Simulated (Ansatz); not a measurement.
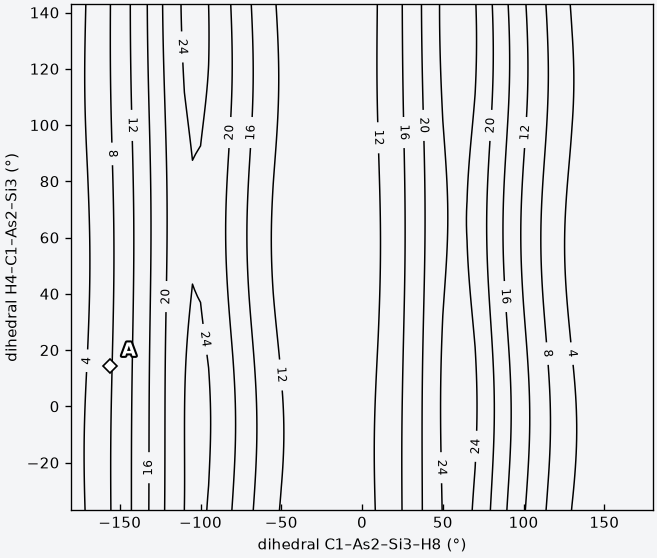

CH₆AsSi, SMILES C[AsH][SiH2+], charge +1. First axis: dihedral C1–As2–Si3–H8. Second axis: dihedral H4–C1–As2–Si3. Nothing is relaxed (all other coordinates rigid). Grid: 15 × 15 points. All energies are given in kcal/mol relative to the relaxed molecule at the same level. Theory: RKS PBE-D4/def2-SVP (Ansatz).

Drawn: contour lines labelled in kcal/mol, the point A. Between grid points the surface is interpolated.

### Which way does the force act at A, and how strong is it?

A, at dihedral C1–As2–Si3–H8 = −156°, dihedral H4–C1–As2–Si3 = 14.4°, is not a stationary point. The computed force is 0.29 kcal/mol for each degree towards smaller values of dihedral C1–As2–Si3–H8 and 0.013 kcal/mol for each degree towards larger values of dihedral H4–C1–As2–Si3.
